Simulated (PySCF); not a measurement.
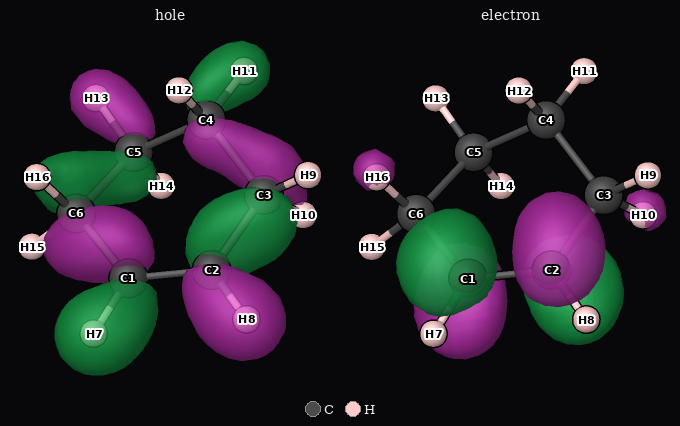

C$_{6}$H$_{10}$, SMILES `C1=CCCCC1`. Leading natural transition orbital pair of S₃ (full linear response singlet states); the surfaces enclose about 70 % of each orbital's density.

Level of theory: CAM-B3LYP/def2-SVP (PySCF), at a geometry from GFN2-xTB. No frequency check shows the geometry to be a minimum. Without diffuse functions Rydberg states are missing, so the states' numbers hold for this basis only.

Cartesian coordinates (Å):

```
C1       0.6590   -1.2911   -0.0527
C2      -0.6590   -1.2911    0.0527
C3      -1.4838   -0.0423    0.1171
C4      -0.6837    1.1757   -0.3374
C5       0.6837    1.1757    0.3374
C6       1.4838   -0.0423   -0.1171
H7       1.2049   -2.2233   -0.1084
H8      -1.2049   -2.2233    0.1084
H9      -2.3765   -0.1615   -0.5025
H10     -1.8263    0.1020    1.1478
H11     -1.2277    2.0917   -0.0977
H12     -0.5485    1.1371   -1.4205
H13      1.2277    2.0917    0.0977
H14      0.5485    1.1371    1.4205
H15      2.3765   -0.1615    0.5025
H16      1.8263    0.1020   -1.1478
```

Give its energy and the atoms that hole and electron lie on.

Answer. 7.98 eV (155 nm), f = 0.015; the leading pair carries 94 %; hole on C1 and C2 (17 % each), C3 and C6 (13 % each) and H7 and H8 (8 % each), electron on C1 and C2 (32 % each) and C3 and C6 (5 % each); their centroids lie 0.5 Å apart. In canonical orbitals it is mainly HOMO−1 → LUMO (84 %). The HOMO–LUMO gap is 10.24 eV.
